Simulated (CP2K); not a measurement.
Band structure of ZnP (P6_3mc, 4 atoms in the cell).

```yaml
crystal:
  lattice:
    - [3.63466, 0.00000, 0.00000]
    - [-1.81733, 3.14771, 0.00000]
    - [0.00000, 0.00000, 6.91407]
  atoms:
    - { symbol: Zn, position: [0.33333, 0.66667, 0.35584] }
    - { symbol: Zn, position: [0.66667, 0.33333, 0.85584] }
    - { symbol: P, position: [0.33333, 0.66667, 0.01916] }
    - { symbol: P, position: [0.66667, 0.33333, 0.51916] }
```

Method of the run: PBEsol, GPW, DZVP-MOLOPT-SR-GTH basis, GTH-PBE potentials (GTH_POTENTIALS) run with CP2K.

Settings: CUTOFF = 600 Ry; REL_CUTOFF = 60 Ry; SMEAR/METHOD = GAUSSIAN; SIGMA = 0.2 eV; KPOINTS/SCHEME = MONKHORST-PACK 10 10 5; GAMMA_CENTERED = T; XC_FUNCTIONAL = PBE:PBESOL; Zn/BASIS_SET = DZVP-MOLOPT-SR-GTH; Zn/POTENTIAL = GTH-PBE-q12; P/BASIS_SET = DZVP-MOLOPT-SR-GTH; P/POTENTIAL = GTH-PBE-q5; METHOD = GPW; EPS_DEFAULT = 1e-10; EXTRAPOLATION = USE_GUESS.

The starting cell comes from a database of computed structures (which also holds hypothetical and non-ambient phases and stackings), without a prior relaxation at this level. Values carry the incompleteness of an atom-centred basis. The potentials were made for another functional than the one used. The run gives no clean gap (levels at the Fermi energy touch, overlap or are partly filled at this smearing), which alone does not show that the compound is a metal.

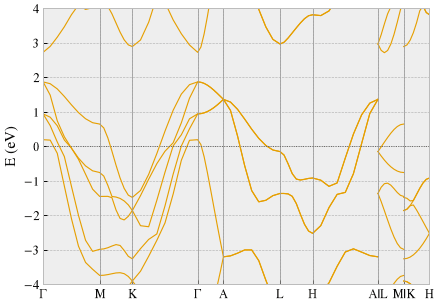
Bands along the path, energies from the Fermi level.

Levels in eV from the Fermi level, bands 14 to 19:
```
point     14     15     16     17     18    19
-----  -----  -----  -----  -----  -----  ----
Γ       0.19   0.94   0.94   1.87   1.87  2.73
M      -3.74  -2.98  -1.45  -0.76   0.65  4.19
K      -3.90  -3.26  -1.86  -1.86  -1.48  2.89
A      -3.20   1.36   1.36   1.36   1.36  5.54
L      -4.63  -1.36  -1.36  -0.15  -0.15  2.97
H      -4.33  -2.52  -2.52  -0.92  -0.92  3.82
```

Bands cross the Fermi level along this path, so the cell is metallic at this level.

Higher empty bands are left out: an atom-centred basis made for the valence describes them poorly.
